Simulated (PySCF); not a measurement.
The calculation's input:

```
{"job": {"kind": "nmr", "xc": "PBE0", "basis": "pcSseg-1"}, "charge": 0, "multiplicity": 1}
C     -3.701959    -0.891485    -0.053606
O     -3.001677     0.270193    -0.389158
Si    -1.429610     0.394499    -0.781704
S     -1.236783     2.502081    -1.108910
C     -0.225025    -0.117605     0.594873
C      1.171094     0.445402     0.380847
C      1.988421    -0.138695    -0.783436
C      3.191684    -0.293869     0.158625
C      2.273677    -0.008128     1.356171
H     -4.745254    -0.617858     0.102045
H     -3.635688    -1.626622    -0.857918
H     -3.303170    -1.333565     0.861569
H     -1.157824    -0.315068    -2.033643
H     -2.517585     2.731284    -1.339296
H     -0.598315     0.236119     1.561041
H     -0.163430    -1.206881     0.660954
H      1.114057     1.533694     0.319407
H      2.128309     0.512865    -1.642736
H      1.595563    -1.094387    -1.125375
H      3.680797    -1.266003     0.152775
H      3.941945     0.479682     0.010996
H      2.002028    -0.909477     1.903372
H      2.623993     0.740809     2.063186
```

Launched as:

```sh
OMP_NUM_THREADS=1 python probes_run.py task.json out
```

Geometry: GFN2-xTB.

Computed with PySCF, PBE0/pcSseg-1, SCF density, gas phase, non-relativistic.

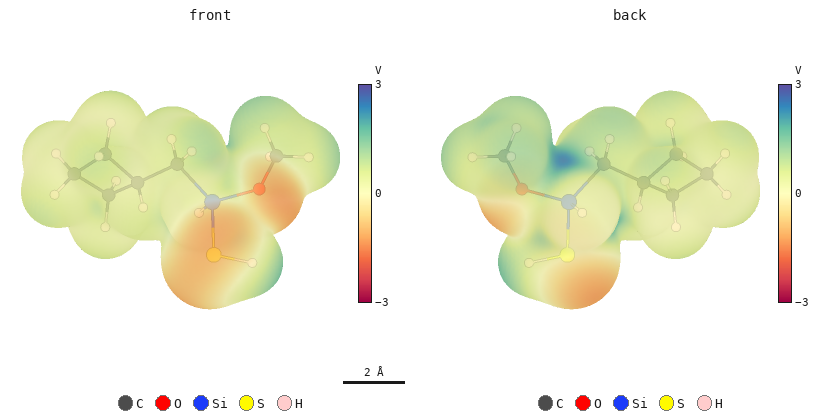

C6H14OSSi. The electrostatic potential painted on the density surface at 0.004 e/bohr³, seen from the front and from behind; the colour scale runs from red (negative) to blue (positive).

Where is the surface potential most negative and most positive?

Answer. The most negative region (about −1.3 V, or −30 kcal/mol for a unit charge) lies over O2 and S4, the most positive (about +2.1 V, or +48 kcal/mol for a unit charge) over Si3.

What dipole moment does the calculation give?

Answer. Its dipole moment is 2.77 D.
